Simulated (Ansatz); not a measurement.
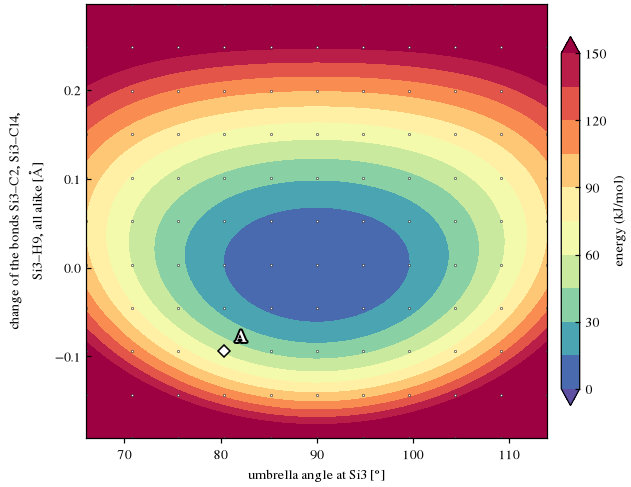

CH₅ClSi₂, SMILES [SiH3]C=[SiH]Cl. 
- Coordinates scanned: (1) umbrella angle at Si3 (between each of its bonds and their common axis; 90 is planar); (2) change of the bonds Si3–C2, Si3–Cl4, Si3–H9, all alike.
- Nothing is relaxed (all other coordinates rigid).
- The scan uses an 11 × 11 grid.
- Points are written as (first, second).
- All energies are given in kJ/mol relative to the lowest grid point.
- Level of theory: Ansatz, RKS B3LYP-D4/def2-SVP.

In the figure: filled contours, dots at the grid points, one colour for all values above the top of the scale, the point A. Between grid points the surface is interpolated.

Q: Which way does the force act at A, and how strong is it?

A: A, at (80.4°, −0.094 Å), is not a stationary point. The computed force is 4.1 kJ/mol for each degree towards larger values of the first coordinate and 900 kJ/mol for each Å towards larger values of the second coordinate.
